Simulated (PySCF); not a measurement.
## Electronic structure of C6H8Ge (SMILES [GeH3][c]1ccccc1) in real space

The calculation's input:

```
{"job": {"kind": "uv", "xc": "PBE0", "basis": "def2-SVPD", "nstates": 6, "ntriplets": 2}, "charge": 0, "multiplicity": 1}
Ge     2.494933    -0.292415    -0.047967
C      0.558387    -0.051888    -0.012168
C     -0.277590    -1.159938     0.066071
C     -1.651684    -1.010280     0.092596
C     -2.209787     0.256527     0.040529
C     -1.388840     1.368565    -0.037032
C     -0.014188     1.212681    -0.063205
H      3.015635    -0.795385     1.261506
H      2.891204    -1.301625    -1.078148
H      3.187177     0.995814    -0.353330
H      0.158810    -2.150469     0.103912
H     -2.290007    -1.880445     0.151955
H     -3.283532     0.375750     0.058899
H     -1.821874     2.357967    -0.079449
H      0.626942     2.083131    -0.126082
```

Run with:

```sh
OMP_NUM_THREADS=1 python probes_run.py task.json out
```

Geometry: GFN2-xTB.

Level of theory: PySCF, PBE0/def2-SVPD, SCF density, gas phase.

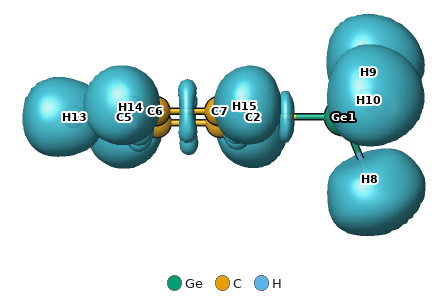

Figure 1. Isosurface of the electron localisation function at 0.85 (cyan), seen from one side. Only the valence region is drawn (cores and ρ < 0.01 e/Å³ removed).

Question: What do the ELF domains correspond to?

Answer: At this value the surface marks out six regions between bonded C–C atoms (shared pairs), eight regions around hydrogen nuclei and one lobe of the valence shell of C pointing towards Ge (polar bonds). Profiles from the grid: C–C (1.38 Å): the ELF peaks at about 0.95 between the atoms (localised, covalent bonding). C–Ge (1.95 Å): the ELF peaks at about 0.95 in the valence shell of C, 0.7 Å from its nucleus, and is about 0.70 at the midpoint.

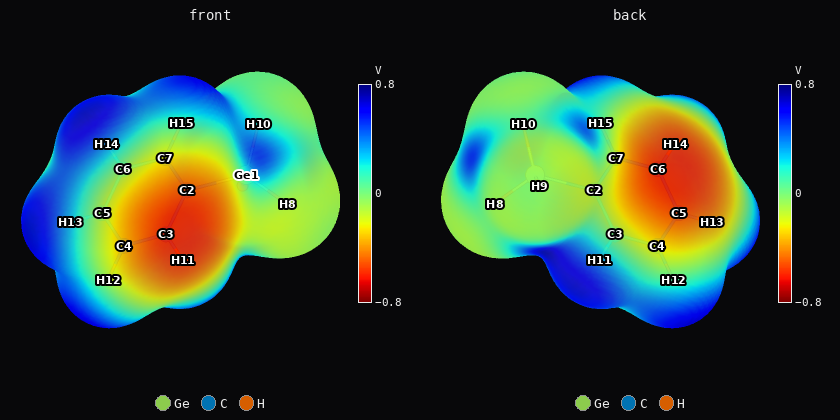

Figure 2. The electrostatic potential painted on the density surface at 0.001 e/bohr³, seen from the front and from behind; red is negative and blue positive.

Question: Where is the surface potential most negative and most positive?

Answer: The most negative region (about −0.6 V) lies over the π face of the C atoms, the most positive (about +0.7 V) over the Ge and H atoms.

Question: How polar is the molecule by this calculation?

Answer: Its dipole moment is 0.76 D.
